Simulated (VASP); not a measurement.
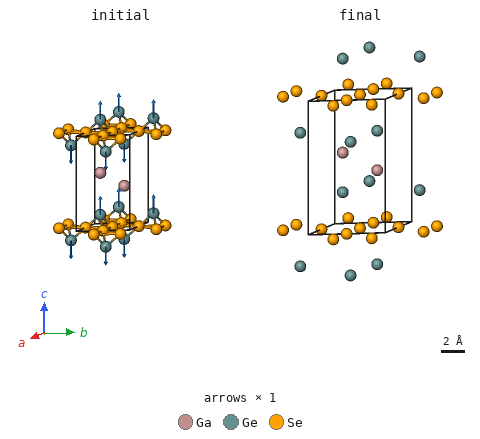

The structure of crystalline Ga₂Ge₂Se₃ (a generated structure, set up in P-3m1) before (left) and after (right) a relaxation, at one scale. The blue arrows give the displacements (the part carried along by the change of the cell is left out), at their true length.

Style: ball-and-stick. Shown: the cell of the calculation, slightly off an axis.

The run lets cell and atoms move.

These are results of Kohn-Sham DFT of a periodic cell, PBE, VASP PAW PBE potentials, recommended in VASP, not measurements.

Input
```
  ALGO = Fast
  EDIFF = 1E-4
  EDIFFG = -0.08
  ENCUT = 520
  GGA = PE
  IBRION = 2
  ISIF = 3
  ISMEAR = 0
  LASPH = T
  LCHARG = F
  LREAL = F
  LWAVE = F
  NELM = 60
  NSW = 24
  PREC = Normal
  SIGMA = 0.15
```

Command:
```bash
cat potpaw_PBE.64/Ga_d/POTCAR potpaw_PBE.64/Ge_d/POTCAR potpaw_PBE.64/Se/POTCAR > POTCAR
mpirun -np 1 vasp_std > vasp.out
```

Q: Describe what moved and what it gained.

A: The run was cut off at its time limit before the relaxation converged, so the last structure is only a point on the way. The largest moves relative to the cell, 1.73 Å, are those of Ge atoms. Largest moves by element: Ge 1.73 Å, Ga 0.02 Å. Se stays in place. Cell: a = b 4.871 → 7.039 Å (+44.5 %), c 8.666 → 12.175 Å (+40.5 %). Volume +193.4 %. Near-neighbour distances that change, for instance: Ge–Se 1.879 → 4.035 Å, Se–Se 2.436 → 3.520 Å. Bonds break, among them: Ge–Se (1.88 → 4.03 Å), Se–Se (2.44 → 3.52 Å). The space group stays P-3m1 (No. 164). The energy falls by 148.469 eV per cell of the calculation in 15 geometry steps. The largest force component goes from 31 to 610 eV/Å. Pressure: 70.45 GPa at the start and 146.47 GPa at the end. At step 5 the optimiser overshot: the energy rose above the start, and later steps came back. The volume changes by over a tenth within one run on a fixed set of plane waves, so the end point should be relaxed again from the new cell.

Limits of the set-up: layers or molecules are held without a dispersion correction, so their spacing is unreliable.
